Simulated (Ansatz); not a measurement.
## Fields on a plane of CsSnI3 (cubic perovskite)

```
CsSnI3
1.0
    6.27122     0.00000     0.00000
    0.00000     6.27122     0.00000
    0.00000     0.00000     6.27122
Cs Sn I
1 1 3
Cartesian
  0.00000   0.00000   0.00000
  3.13561   3.13561   3.13561
  0.00000   3.13561   3.13561
  3.13561   3.13561   0.00000
  3.13561   0.00000   3.13561
```

The slice is a {110} plane (indices of the conventional cell) through the point (0.500, 0.500, 0.500) (fractional), spanned by u = [100] and v = [011] in vectors of this cell: u (6.27 Å) and v (8.87 Å, at 90° to u). It covers one period; positions are fractions (u, v).

Atoms on it: Cs at (0.50, 0.50); Sn at (0.00, 0.00); I at (0.50, 0.00).

All values below come from PBE (plane waves to 420 eV, PAW, scalar-relativistic; Ansatz, an electronic-structure program). k mesh 6×6×6. These are valence fields of a PAW run, semicore shells included where kept as valence: close to a nucleus they are smooth pseudo fields. CsSnI3 was relaxed with its symmetry unable to fall. Spin-orbit coupling is left out, though I is heavy. The PAW data are Ansatz's earlier set. This is a high-temperature form of CsSnI3.

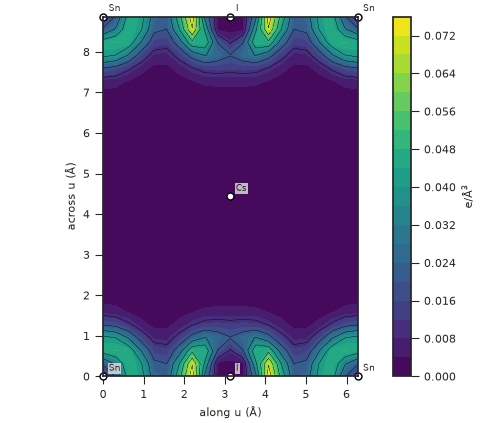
*Density of the highest valence band (whole band, smooth part) in e/Å³, one period of the plane, atoms marked. *

| v \ u | 0.00 | 0.10 | 0.20 | 0.30 | 0.40 | 0.50 | 0.60 | 0.70 | 0.80 | 0.90 |
|---|---|---|---|---|---|---|---|---|---|---|
| 0.96 | 1.0 | 0.4 | -0.7 | -0.5 | 0.4 | 1.1 | 0.4 | -0.5 | -0.7 | 0.4 |
| 0.86 | -0.7 | -0.9 | -1.3 | -1.2 | -0.7 | -0.5 | -0.7 | -1.2 | -1.3 | -0.9 |
| 0.75 | -1.4 | -1.5 | -1.8 | -1.9 | -1.8 | -1.6 | -1.8 | -1.9 | -1.8 | -1.5 |
| 0.64 | -1.8 | -1.8 | -1.9 | -1.4 | -0.8 | -0.5 | -0.8 | -1.4 | -1.9 | -1.8 |
| 0.54 | -2.3 | -2.3 | -1.7 | -0.6 | 0.1 | -0.7 | 0.1 | -0.6 | -1.7 | -2.3 |
| 0.43 | -2.2 | -2.2 | -1.8 | -0.8 | 0.0 | 0.1 | 0.0 | -0.8 | -1.8 | -2.2 |
| 0.32 | -1.6 | -1.7 | -1.9 | -1.8 | -1.3 | -1.1 | -1.3 | -1.8 | -1.9 | -1.7 |
| 0.21 | -1.3 | -1.4 | -1.7 | -1.7 | -1.5 | -1.3 | -1.5 | -1.7 | -1.7 | -1.4 |
| 0.11 | -0.3 | -0.6 | -1.0 | -0.9 | -0.3 | -0.1 | -0.3 | -0.9 | -1.0 | -0.6 |
| 0.00 | 1.1 | 0.5 | -0.6 | -0.4 | 0.6 | 1.2 | 0.6 | -0.4 | -0.6 | 0.5 |

Values: log₁₀ of the valence density in e/Å³. The scale is logarithmic, as a density can span decades between atoms and voids; values under 0.001 e/Å³ are set to 0.001.

- Element round which the density of the lowest conduction band (whole band as if filled, smooth part) is largest on this plane = Sn
